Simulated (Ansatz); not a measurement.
The starting structures come from a database of crystals and need not be the phases stable at ambient conditions.

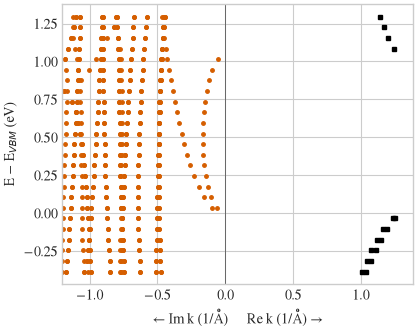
*Complex bands at the centre of the two-dimensional zone; Ansatz (a first-principles code) with PBEsol*

The gap is the functional's own, uncorrected, and κ follows it; spin-orbit coupling is left out. Mid-gap values are interpolated between the computed energies.

### Question
This is Rb₂PtC₂ (P-3m1, not sure to be the ambient phase, 5 atoms a cell, 26.3 Å³ an atom) along the normal of (111). Read off the slowest decay at the centre of the two-dimensional zone at 0.53 eV, the computed energy nearest the middle of the gap.

### Answer
κ ≈ 0.17 1/Å, a decay length 1/(2κ) of the density of 3.0 Å.
